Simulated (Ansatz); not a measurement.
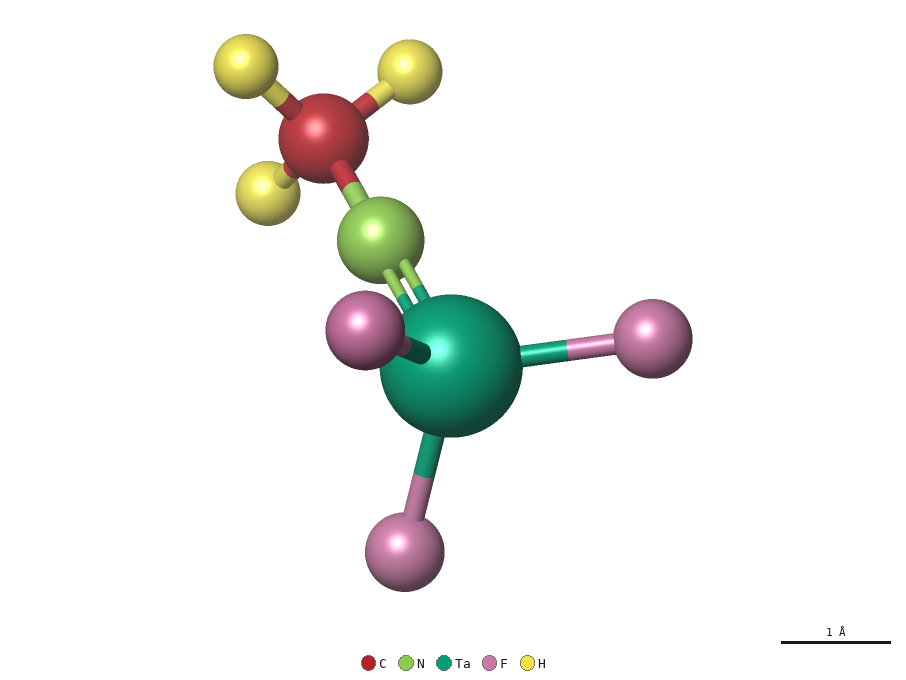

Rendered structure (ball-and-stick style).

Charge 0, singlet. Computed geometry: PBE0-D4/def2-TZVP optimisation.

Question: Count the atoms of each element.

Answer: CH3F3NTa, 9 atoms: 1 carbon, 3 hydrogen, 3 fluorine, 1 nitrogen and 1 tantalum.

Question: Write the SMILES.

Answer: C[N]=[Ta]([F])([F])[F]

Question: What is the point group of this geometry?

Answer: C3v.

The parts below concern this one geometry. Atoms keep their numbers from picture to picture.

Geometry

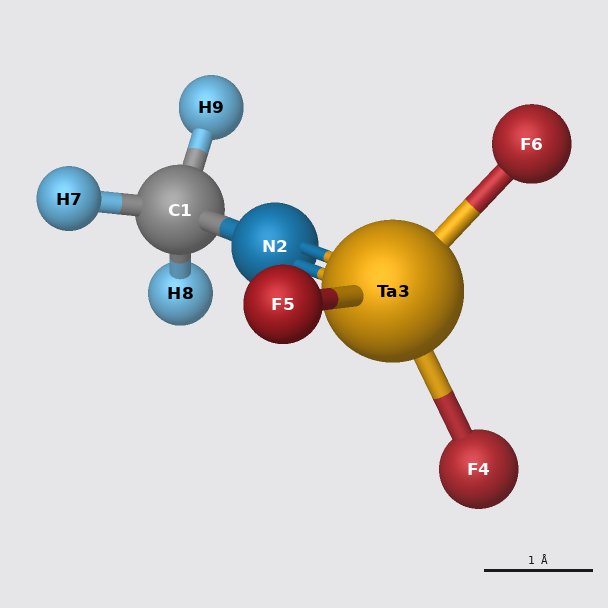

Atoms carry their numbers in the input.

Which atoms are bonded, and how long are the bonds?

```tsv
bond	length (Å)
C1–N2	1.419
C1–H7	1.095
C1–H8	1.095
C1–H9	1.095
N2–Ta3	1.752
Ta3–F4	1.881
Ta3–F5	1.881
Ta3–F6	1.881
```

Electronic properties

Level of theory: RKS PBE-D4/def2-TZVPP, core potentials on Ta (Ansatz 0.2.0).

Question: Give the dipole moment at this level.

Answer: 1.17 D.

Question: Give the HOMO energy (Kohn–Sham orbital) at this level.

Answer: −6.48 eV.

Question: Estimate the LUMO energy (Kohn–Sham orbital).

Answer: −1.71 eV.

Question: Estimate the dispersion correction.

Answer: −16.9 kJ/mol.

Vibrations

Harmonic vibrations computed with RKS PBE0-D4/def2-TZVP, core potentials on Ta (Ansatz 0.2.0) at a stationary point of the same level.

Question: List the wavenumbers.

Answer: 21 modes: 48, 121, 121, 169, 169, 195, 319, 319, 628, 669, 669, 674, 1113, 1113, 1401, 1448, 1476, 1476, 3021, 3090, 3090 cm⁻¹.

Charges

The questions are on Mulliken charges. Method: RKS B3LYP-D4/def2-TZVPP, core potentials on Ta (Ansatz 0.2.0).

Question: Which atom carries the highest charge (most positive or least negative)?

Answer: Ta3 (1.26 e).

Question: And the lowest?

Answer: N2 (−0.41 e).

Give the Mulliken charges atom by atom.

| atom | value (e) |
| --- | --- |
| C1 | −0.14 |
| N2 | −0.41 |
| Ta3 | 1.26 |
| F4 | −0.34 |
| F5 | −0.34 |
| F6 | −0.34 |
| H7 | 0.10 |
| H8 | 0.10 |
| H9 | 0.10 |

Mulliken values depend strongly on the basis set and can even reverse the polarity of a bond.
